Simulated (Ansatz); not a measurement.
## SiNH7O: geometry relaxation

System: SiNH7O.
Method: RKS PBE0-D4/def2-TZVP (Ansatz 0.2.0).

The geometry is a transition state displaced along its imaginary mode. The reaction was set up to form Si1–N7 and H2–H6 and to break Si1–H2 and H6–N7 (atoms counted from 1 in the order of the input); sticks are drawn by distance alone. Figures and captions count atoms from 1; the log counts them from 0 in places.

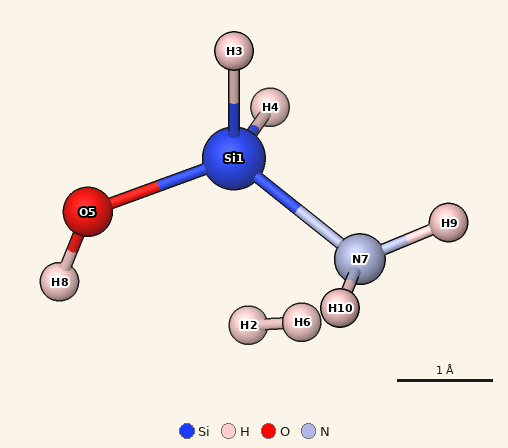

The structure as given in the input (ball-and-stick view, seen at a tilt; atoms are numbered from 1 in the order of the input).

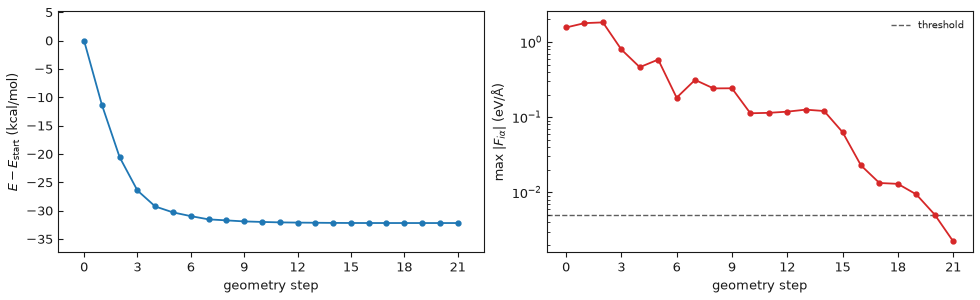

Progress of the relaxation, step by step (the first geometry is step 0 here and step 1 in the log).

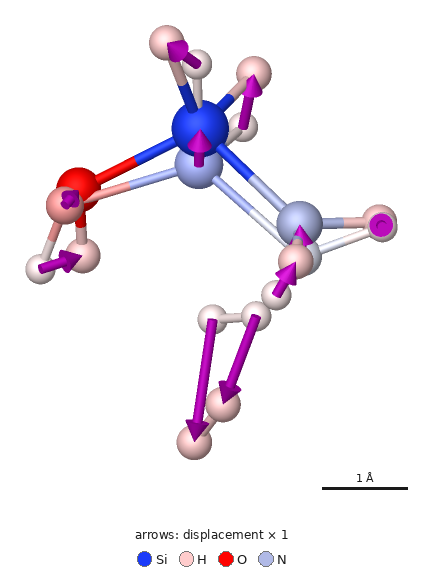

Start (faint) and end (solid) with the displacements as pink arrows, at true length (ball-and-stick view, seen at a tilt). The two geometries are laid on each other by the best rigid fit. The largest move after the best rigid fit is that of H2, 1.49 Å. By element the largest moves are H 1.49 Å, Si 0.52 Å, N 0.39 Å, O 0.31 Å. Distances before and after: Si1–N7 1.800 → 1.712 Å, H2–H6 0.789 → 0.749 Å, Si1–H3 1.458 → 1.483 Å, Si1–O5 1.653 → 1.645 Å. Among the angles that change: H3–Si1–N7 104.3° → 114.3°, Si1–N7–H10 115.1° → 122.9°, H4–Si1–O5 119.0° → 112.5°. Over 21 geometry steps the energy falls by 32.2 kcal/mol. Largest force component: 1.6 eV/Å at the start, 0.0022 eV/Å at the end. (Atoms are counted from 1 in the order of the input.)

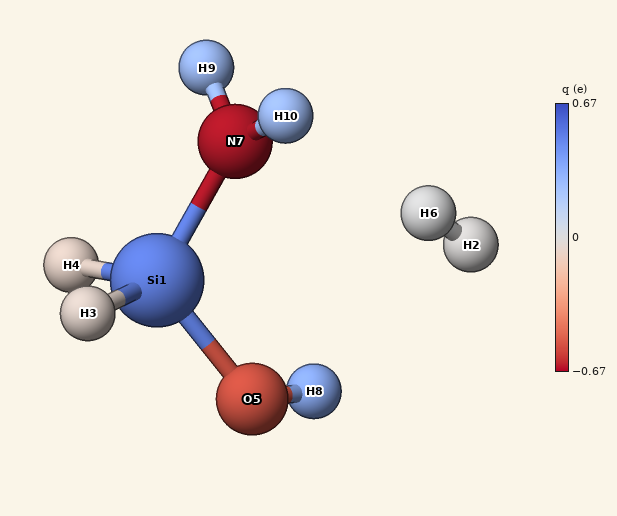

Mulliken charges, as the colour of each atom (ball-and-stick view, seen at a tilt; atoms are numbered from 1 in the order of the input). By element: Si +0.48, H −0.07 to +0.32, O −0.52 and N −0.64 e.

The input and output of the run follow.

**The input**
```yaml
crystal:
  periodic: [false, false, false]
  atoms:
    - {symbol: Si, position_ang: [-0.494436, 0.528277, 0.179770]}
    - {symbol: H, position_ang: [0.572019, -1.061942, 1.040052]}
    - {symbol: H, position_ang: [-1.166353, 1.573128, -0.583821]}
    - {symbol: H, position_ang: [-1.531887, -0.099434, 1.055789]}
    - {symbol: O, position_ang: [0.716231, 1.410940, 0.878390]}
    - {symbol: H, position_ang: [0.476019, -1.168536, 0.264293]}
    - {symbol: N, position_ang: [0.017777, -0.669376, -1.062972]}
    - {symbol: H, position_ang: [1.300591, 0.967429, 1.497296]}
    - {symbol: H, position_ang: [-0.697328, -1.092388, -1.638507]}
    - {symbol: H, position_ang: [0.807268, -0.388098, -1.630290]}
basis:
  gaussian: {orbitals: def2-TZVP}
hamiltonian: {xc: pbe0, dispersion: d4}
relax: {f_tol: 0.005, max_steps: 200}
```

**What the program printed**
```
Functional definition: PBE0
  name "PBE0"
  cite "Adamo & Barone, J. Chem. Phys. 110, 6158 (1999) doi:10.1063/1.478522"
  cite "Perdew, Burke & Ernzerhof, Phys. Rev. Lett. 77, 3865 (1996) doi:10.1103/PhysRevLett.77.3865"
  parent pbe
  parameter a = 0.25
  parameter kappa = 0.804
  parameter beta = 0.06672455060314922
  exchange = (1 - a)*pbe_x(kappa = kappa, mu = beta*pi^2/3) + a*exact_x
  correlation = pbe_c(beta = beta)
882 factors; their error is unknown
mean field evaluation 1: about -11514.2294 eV, gradient 7.2e1 eV
mean field evaluation 2: about -11501.9530 eV, gradient 1.0e2 eV
mean field evaluation 4: about -11523.0300 eV, gradient 4.6e0 eV
mean field evaluation 8: about -11523.0667 eV, gradient 2.2e-2 eV
mean field evaluation 16: about -11523.1032 eV, gradient 5.7e-5 eV
mean field -11523.10321519 eV, -423.4662325183 hartree, gradient 5.7e-5 eV, S^2 0.000000; 0 other end points of the search recorded, 0 dependent functions left out
the calculation of the forces begins
reference -11523.10324341 eV, -423.4662335553 hartree; 18, 18 occupied and 123, 123 virtual orbitals, 882 factors
relax step   1: F+E_penalty+E_count = -11523.23122314 eV  Δ(F+E_penalty+E_count) = +0.000e0 eV  max|allowed force component| = 1.564e0 eV/Å  Δτ_max = 0.0000 Å  (24 SCF iters, accepted)
these checks for a lower state are left out or cut short: starts, cluster_reference, orbital_swaps, neighbouring_geometries, increment
882 factors; their error is unknown
mean field -11523.59016637 eV, -423.4841276442 hartree, gradient 9.5e-6 eV, S^2 0.000000; 0 other end points of the search recorded, 0 dependent functions left out
[... from here on the field's lines of each further geometry are left out, up to the last ...]
relax step   2: F+E_penalty+E_count = -11523.72128228 eV  Δ(F+E_penalty+E_count) = -4.901e-1 eV  max|allowed force component| = 1.787e0 eV/Å  Δτ_max = 0.1961 Å  (29 SCF iters, accepted)
relax step   3: F+E_penalty+E_count = -11524.12296759 eV  Δ(F+E_penalty+E_count) = -4.017e-1 eV  max|allowed force component| = 1.829e0 eV/Å  Δτ_max = 0.1933 Å  (28 SCF iters, accepted)
relax step   4: F+E_penalty+E_count = -11524.37749798 eV  Δ(F+E_penalty+E_count) = -2.545e-1 eV  max|allowed force component| = 7.973e-1 eV/Å  Δτ_max = 0.1949 Å  (27 SCF iters, accepted)
relax step   5: F+E_penalty+E_count = -11524.49959685 eV  Δ(F+E_penalty+E_count) = -1.221e-1 eV  max|allowed force component| = 4.634e-1 eV/Å  Δτ_max = 0.1908 Å  (28 SCF iters, accepted)
relax step   6: F+E_penalty+E_count = -11524.54507323 eV  Δ(F+E_penalty+E_count) = -4.548e-2 eV  max|allowed force component| = 5.847e-1 eV/Å  Δτ_max = 0.2000 Å  (29 SCF iters, accepted)
relax step   7: F+E_penalty+E_count = -11524.57357138 eV  Δ(F+E_penalty+E_count) = -2.850e-2 eV  max|allowed force component| = 1.819e-1 eV/Å  Δτ_max = 0.1113 Å  (29 SCF iters, accepted)
relax step   8: F+E_penalty+E_count = -11524.59833102 eV  Δ(F+E_penalty+E_count) = -2.476e-2 eV  max|allowed force component| = 3.137e-1 eV/Å  Δτ_max = 0.1705 Å  (27 SCF iters, accepted)
relax step   9: F+E_penalty+E_count = -11524.60607155 eV  Δ(F+E_penalty+E_count) = -7.741e-3 eV  max|allowed force component| = 2.418e-1 eV/Å  Δτ_max = 0.0804 Å  (29 SCF iters, accepted)
relax step  10: F+E_penalty+E_count = -11524.61400486 eV  Δ(F+E_penalty+E_count) = -7.933e-3 eV  max|allowed force component| = 2.427e-1 eV/Å  Δτ_max = 0.1035 Å  (29 SCF iters, accepted)
relax step  11: F+E_penalty+E_count = -11524.61805737 eV  Δ(F+E_penalty+E_count) = -4.053e-3 eV  max|allowed force component| = 1.128e-1 eV/Å  Δτ_max = 0.0639 Å  (29 SCF iters, accepted)
relax step  12: F+E_penalty+E_count = -11524.62139520 eV  Δ(F+E_penalty+E_count) = -3.338e-3 eV  max|allowed force component| = 1.143e-1 eV/Å  Δτ_max = 0.0795 Å  (28 SCF iters, accepted)
relax step  13: F+E_penalty+E_count = -11524.62313719 eV  Δ(F+E_penalty+E_count) = -1.742e-3 eV  max|allowed force component| = 1.185e-1 eV/Å  Δτ_max = 0.0903 Å  (28 SCF iters, accepted)
relax step  14: F+E_penalty+E_count = -11524.62427851 eV  Δ(F+E_penalty+E_count) = -1.141e-3 eV  max|allowed force component| = 1.260e-1 eV/Å  Δτ_max = 0.0516 Å  (29 SCF iters, accepted)
relax step  15: F+E_penalty+E_count = -11524.62539228 eV  Δ(F+E_penalty+E_count) = -1.114e-3 eV  max|allowed force component| = 1.209e-1 eV/Å  Δτ_max = 0.0527 Å  (29 SCF iters, accepted)
relax step  16: F+E_penalty+E_count = -11524.62609010 eV  Δ(F+E_penalty+E_count) = -6.978e-4 eV  max|allowed force component| = 6.334e-2 eV/Å  Δτ_max = 0.0720 Å  (29 SCF iters, accepted)
relax step  17: F+E_penalty+E_count = -11524.62628417 eV  Δ(F+E_penalty+E_count) = -1.941e-4 eV  max|allowed force component| = 2.282e-2 eV/Å  Δτ_max = 0.0259 Å  (30 SCF iters, accepted)
relax step  18: F+E_penalty+E_count = -11524.62636475 eV  Δ(F+E_penalty+E_count) = -8.058e-5 eV  max|allowed force component| = 1.331e-2 eV/Å  Δτ_max = 0.0119 Å  (31 SCF iters, accepted)
relax step  19: F+E_penalty+E_count = -11524.62642029 eV  Δ(F+E_penalty+E_count) = -5.554e-5 eV  max|allowed force component| = 1.296e-2 eV/Å  Δτ_max = 0.0208 Å  (30 SCF iters, accepted)
relax step  20: F+E_penalty+E_count = -11524.62644119 eV  Δ(F+E_penalty+E_count) = -2.089e-5 eV  max|allowed force component| = 9.389e-3 eV/Å  Δτ_max = 0.0175 Å  (31 SCF iters, accepted)
relax step  21: F+E_penalty+E_count = -11524.62644905 eV  Δ(F+E_penalty+E_count) = -7.859e-6 eV  max|allowed force component| = 5.047e-3 eV/Å  Δτ_max = 0.0056 Å  (31 SCF iters, accepted)
the calculation of the forces begins
reference -11524.50854099 eV, -423.5178772889 hartree; 18, 18 occupied and 123, 123 virtual orbitals, 882 factors
relax step  22: F+E_penalty+E_count = -11524.62645489 eV  Δ(F+E_penalty+E_count) = -5.841e-6 eV  max|allowed force component| = 2.229e-3 eV/Å  Δτ_max = 0.0046 Å  (31 SCF iters, accepted)
882 factors; their error is unknown
mean field -11524.50850921 eV, -423.5178761212 hartree, gradient 5.7e-5 eV, S^2 0.000000; 1 other end points of the search recorded, 0 dependent functions left out
the calculation of the forces begins
reference -11524.50854099 eV, -423.5178772889 hartree; 18, 18 occupied and 123, 123 virtual orbitals, 882 factors
Total energy: -11524.62648666 eV, -423.5222117125 hartree
Atom 0 at    -0.713752     0.906504    -0.160244 Å, force    -0.000583    -0.000249     0.001201 eV/Å
Atom 1 at     1.608634    -1.904117     1.553756 Å, force    -0.001117     0.000960    -0.002119 eV/Å
Atom 2 at    -0.928906     2.177010    -0.893488 Å, force     0.000742    -0.000474     0.000209 eV/Å
Atom 3 at    -1.980893     0.417461     0.446915 Å, force     0.000124    -0.000270     0.000074 eV/Å
Atom 4 at     0.405244     1.327239     0.969205 Å, force     0.001583    -0.001168     0.000271 eV/Å
Atom 5 at     1.286936    -1.680560     0.915572 Å, force     0.001104    -0.000986     0.001993 eV/Å
Atom 6 at    -0.185059    -0.392704    -1.141715 Å, force    -0.000759     0.000297     0.000993 eV/Å
Atom 7 at     0.772953     0.609106     1.488034 Å, force    -0.002071     0.001567    -0.002229 eV/Å
Atom 8 at    -0.795718    -1.167923    -1.335814 Å, force     0.000956     0.000645    -0.000612 eV/Å
Atom 9 at     0.530464    -0.292015    -1.842220 Å, force     0.000020    -0.000322     0.000220 eV/Å
Dipole moment:     0.041475    -0.415068    -0.182433 e Å
```

**Summary**

```csv
quantity,value
outcome,converged
total energy,−11524.6265 eV
mean-field energy,−11524.5085 eV
dispersion energy,−0.1179 eV
SCF solution under orbital rotations,stable
largest force (length of the vector) at the end,0.003 eV/Å
dipole moment,2.19 D
hardware,"2 CPU threads, shared host"
wall time,41 s (CPU time 77 s)
peak memory,0.29 GiB
```
